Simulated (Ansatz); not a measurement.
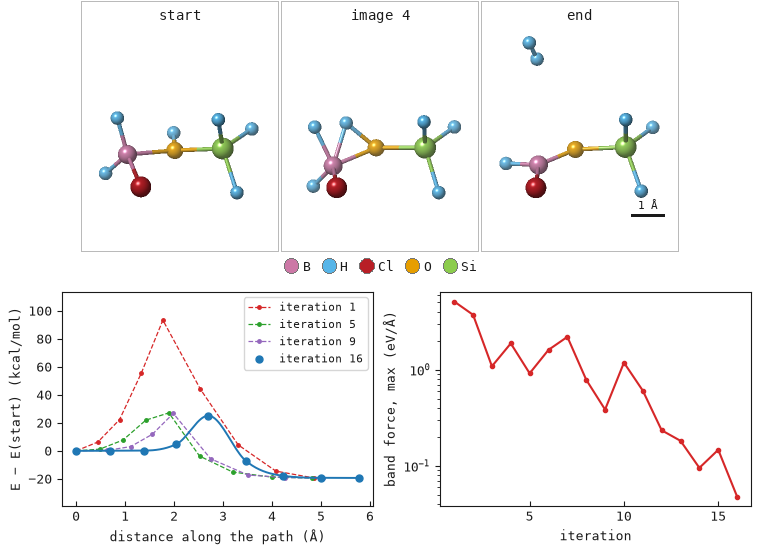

NEB run on BSiH$_{6}$OCl. Images are numbered from 0 (start) to 8 (end). The plot follows the band through its iterations. Style: ball-and-stick. Shown from a free direction.

Computed with Ansatz, RKS PBE0/6-31G*. Settings: 7 movable images; climbing image; force threshold 0.05 eV/Å; iteration limit 60; spring constant 0.1 eV/Å²; starting path through a guess of the saddle point.

Q: How did the profile develop, and is the result final?

A: The run is converged, with reservations. The band converged in 16 iterations. The largest component of the band force went from 5.1 to 0.048 eV/Å. The climbing image converged on the top of the path. Its curvatures weren't checked. The spring constant is far from the usual few eV/Å², which spoils the spacing or the steps. The first iteration put the highest image at 93.4 kcal/mol. The energy climbs by 25.1 kcal/mol to image 4 and then falls by 44.5 kcal/mol, so the end point sits at −19.3 kcal/mol.

Cost: 7.7 min on 1 thread of Arm Neoverse V1 (shared host), peak memory 0.17 GiB.
